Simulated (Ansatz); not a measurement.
# SiH₅O (doublet): wave-function methods side by side at distance Si1–H5 along a hydrogen transfer = 1.729 Å, cc-pVDZ

How much of the correlation energy of SiH₅O (doublet) does each wave-function method recover here?

The runs use Ansatz 0.2.0, Gaussian basis; cc-pVDZ, core rule «outside noble gas», up to 6 orbitals frozen.

To be run: UHF; CCSD(T) on ROHF; CCSD(T) on UHF; BCCD(T) on ROHF; CISD; CCSDT(Q) on ROHF; CCSDT(Q) on UHF; CASSCF and MRCISD+Q, 3 electrons in 3 orbitals; CASSCF and NEVPT2, 3 electrons in 3 orbitals.

## 1. What is computed

The geometry derives from fragments relaxed apart (PBE0/def2-TZVP) and kept rigid, so it is no stationary point. A hydrogen atom is moved between rigid fragments.

7 atoms, charge 0, spin multiplicity 2.

Atoms are counted from 1 here; the program's logs count them from 0.

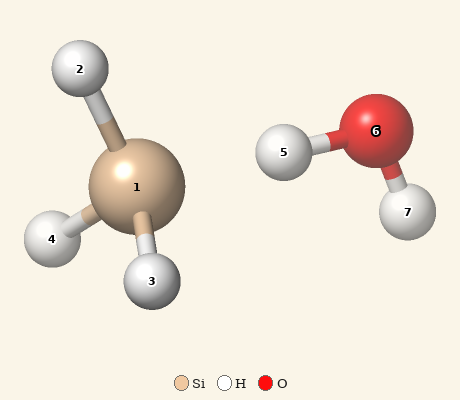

The structure; silicon light orange, hydrogen white, oxygen red; atoms are numbered from 1 in the order of the file.

## 2. UHF

Contents of in.yaml:

```yaml
crystal:
  periodic: [false, false, false]
  atoms:
    - {symbol: Si, position_ang: [-0.985450, 0.019286, 0.000000]}
    - {symbol: H, position_ang: [-1.480323, 1.418994, 0.000000]}
    - {symbol: H, position_ang: [-1.480322, -0.680568, 1.212183]}
    - {symbol: H, position_ang: [-1.480322, -0.680568, -1.212182]}
    - {symbol: H, position_ang: [0.743550, 0.019286, 0.000000]}
    - {symbol: O, position_ang: [1.831550, 0.019286, -0.000001]}
    - {symbol: H, position_ang: [2.083408, -0.920664, -0.000001]}
basis:
  gaussian: {orbitals: cc-pVDZ}
magnetization: {spin_polarized: true, initial_magnetization: 1}
hamiltonian: {xc: hf}
output: {orbitals: {seedname: orbitals}}
```

On the command line:

```bash
> ansatz run in.yaml --threads 1 --pin off --events-out ev --progress --plain --max-ram 2816MiB --backend cpu
```

The runs that follow: CCSD(T) on ROHF; CCSD(T) on UHF; BCCD(T) on ROHF; CISD; CCSDT(Q) on ROHF; CCSDT(Q) on UHF; CASSCF and MRCISD+Q, 3 electrons in 3 orbitals; CASSCF and NEVPT2, 3 electrons in 3 orbitals.

Q: Predict the results of all the runs planned. Wanted: UCCSDT(Q) below the RHF energy; RMP2 from UCCSDT(Q); UMP2 from UCCSDT(Q); RCCSD from UCCSDT(Q); RCCSD(T) from UCCSDT(Q); UCCSD(T) from UCCSDT(Q); RCCSDT(Q) from UCCSDT(Q); NEVPT2 pair from UCCSDT(Q); MRCISD+Q pair from UCCSDT(Q).

As calculated:

| quantity | value |
| --- | --- |
| UCCSDT(Q) below the RHF energy | -9.7818 eV |
| RMP2 from UCCSDT(Q) | +26.84 kcal/mol |
| UMP2 from UCCSDT(Q) | +28.33 kcal/mol |
| RCCSD from UCCSDT(Q) | +5.50 kcal/mol |
| RCCSD(T) from UCCSDT(Q) | +1.01 kcal/mol |
| UCCSD(T) from UCCSDT(Q) | +1.02 kcal/mol |
| RCCSDT(Q) from UCCSDT(Q) | +0.01 kcal/mol |
| NEVPT2 pair from UCCSDT(Q) | +28.03 kcal/mol |
| MRCISD+Q pair from UCCSDT(Q) | +3.47 kcal/mol |
| levels within 1 kcal/mol (43 meV) | RCCSDT, UCCSDT, RCCSDT(Q) |
| T1 diagnostic | 0.018 |

**Reading.** RCCSD(T) lands +1.01 kcal/mol from the yardstick (0.4 % of the correlation energy). Of the multireference levels listed MRCISD+Q pair comes nearest in total energy (+3.47 kcal/mol), which doesn't show that its space is the better one. These misses are within one basis, not against nature; the frozen cores of restricted and unrestricted runs differ, which can shift their rows.
